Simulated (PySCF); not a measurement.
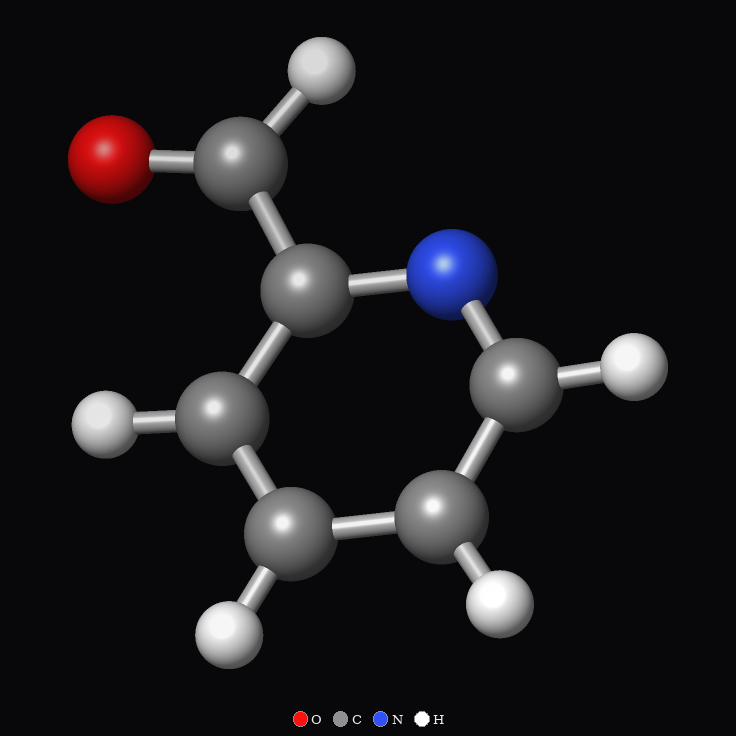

Ball-and-stick drawing of a structure.

The computed structure is the end point of a GFN2-xTB optimisation. No frequency run is at hand to confirm it as a minimum.

Description:

Formula C6H5NO. SMILES: `O=Cc1ccccn1`. Independent rings (smallest set): 1 of 6 members, 1 of them aromatic. Among its groups: aldehyde. This geometry has Cs symmetry. All atoms lie on one plane. Coordination: 6 C trigonal planar; 1 N bent.

More results for the same structure follow; atom numbers are the same in all pictures, views and colours differ.

### Shape

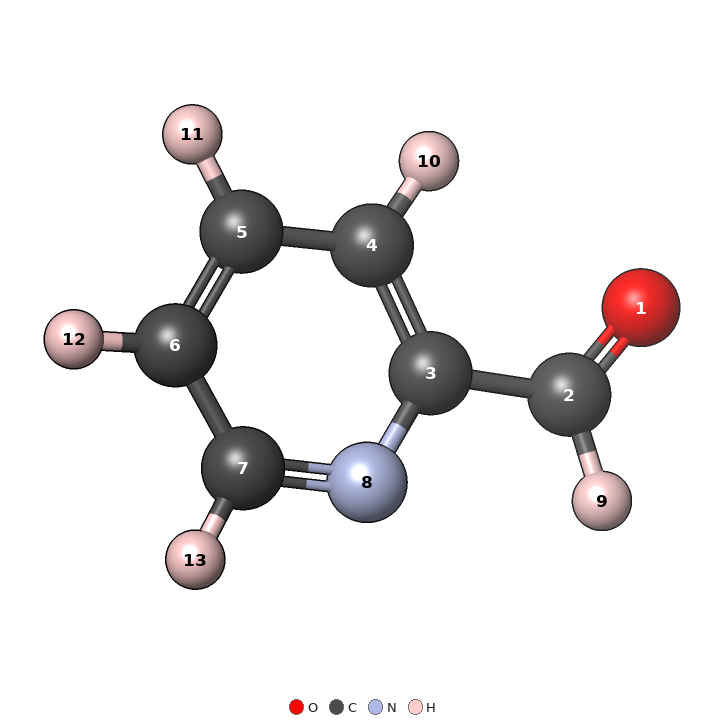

The atoms are numbered. No frequency run is at hand to confirm it as a minimum.

List the bonds and their lengths.

```json
{"bond": "O1–C2", "length (Å)": "1.203", "order": "double"}
{"bond": "C2–C3", "length (Å)": "1.477", "order": "single"}
{"bond": "C2–H9", "length (Å)": "1.104", "order": "single"}
{"bond": "C3–C4", "length (Å)": "1.395", "order": "aromatic"}
{"bond": "C3–N8", "length (Å)": "1.332", "order": "aromatic"}
{"bond": "C4–C5", "length (Å)": "1.385", "order": "aromatic"}
{"bond": "C4–H10", "length (Å)": "1.079", "order": "single"}
{"bond": "C5–C6", "length (Å)": "1.386", "order": "aromatic"}
{"bond": "C5–H11", "length (Å)": "1.080", "order": "single"}
{"bond": "C6–C7", "length (Å)": "1.391", "order": "aromatic"}
{"bond": "C6–H12", "length (Å)": "1.079", "order": "single"}
{"bond": "C7–N8", "length (Å)": "1.316", "order": "aromatic"}
{"bond": "C7–H13", "length (Å)": "1.082", "order": "single"}
```

### NMR shielding

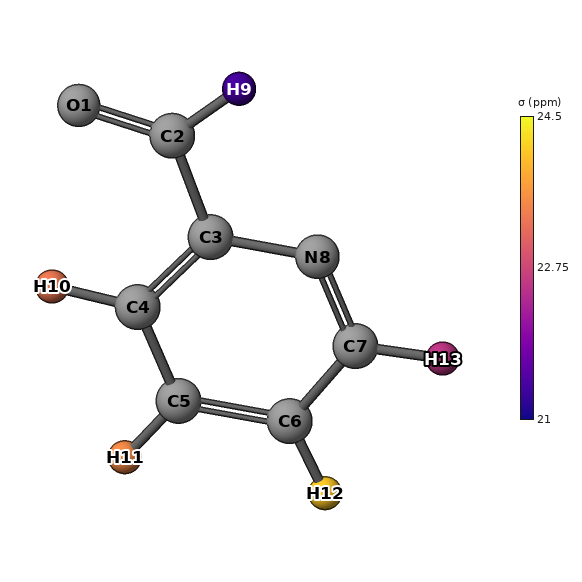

Atoms are coloured by their isotropic NMR shieldings (H only, the others grey). No frequency run is at hand to confirm it as a minimum. Properties computed with GIAO PBE0/pcSseg-1 NMR shielding, non-relativistic, gas phase (PySCF 2.14.0).

Give the isotropic NMR shieldings of the H atoms atom by atom.

| atom | σ (ppm) |
| --- | --- |
| H9 | 21.39 |
| H10 | 23.33 |
| H11 | 23.52 |
| H12 | 24.10 |
| H13 | 22.57 |

### Quadrupole coupling

No frequency run is at hand to confirm it as a minimum. Electric field gradients from the ground-state density, PBE0/pcSseg-1 (PySCF 2.14.0), non-relativistic apart from any core potentials.

Give the largest field-gradient component, the quadrupole coupling constant and the asymmetry for 17O at O1 (Q = −25.6 mb), 14N at N8 (Q = 20.44 mb), 2H at H9 (Q = 2.86 mb), 2H at H10 (Q = 2.86 mb).

| atom | V_zz (a.u.) | e²qQ/h (MHz) | η |
| --- | --- | --- | --- |
| O1 | −2.026 | 12.19 | 0.56 |
| N8 | −1.148 | −5.51 | 0.43 |
| H9 | 0.273 | 0.183 | 0.00 |
| H10 | 0.323 | 0.217 | 0.04 |

### Charges

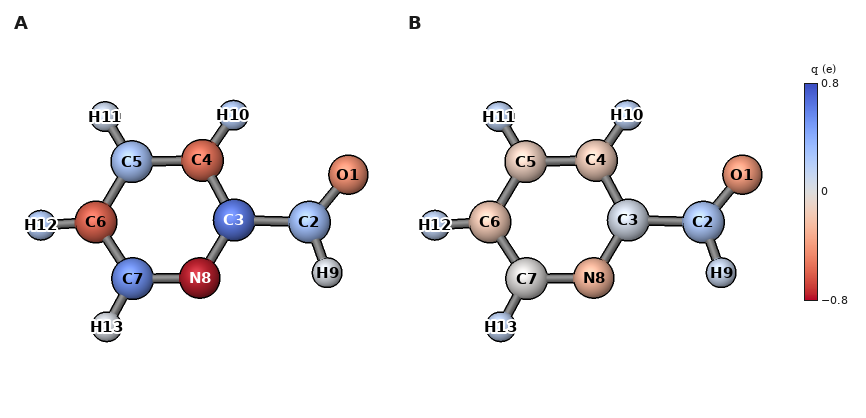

Atomic charges of one calculation by 2 schemes, on one colour scale. No frequency run is at hand to confirm it as a minimum. Level of theory: PBE0/pcSseg-1 (PySCF 2.14.0).

**The schemes are ESP-fitted, IAO. Which panel shows which?**

A ESP-fitted, B IAO.

List the charges (e), one line for each set of equivalent atoms.

| atom | ESP-fitted | IAO |
| --- | --- | --- |
| O1 | −0.43 | −0.39 |
| C2 | 0.30 | 0.25 |
| C3 | 0.63 | 0.07 |
| C4 | −0.54 | −0.15 |
| C5 | 0.27 | −0.12 |
| C6 | −0.58 | −0.16 |
| C7 | 0.53 | −0.01 |
| N8 | −0.76 | −0.27 |
| H9 | 0.03 | 0.12 |
| H10 | 0.21 | 0.18 |
| H11 | 0.09 | 0.16 |
| H12 | 0.22 | 0.17 |
| H13 | 0.04 | 0.16 |
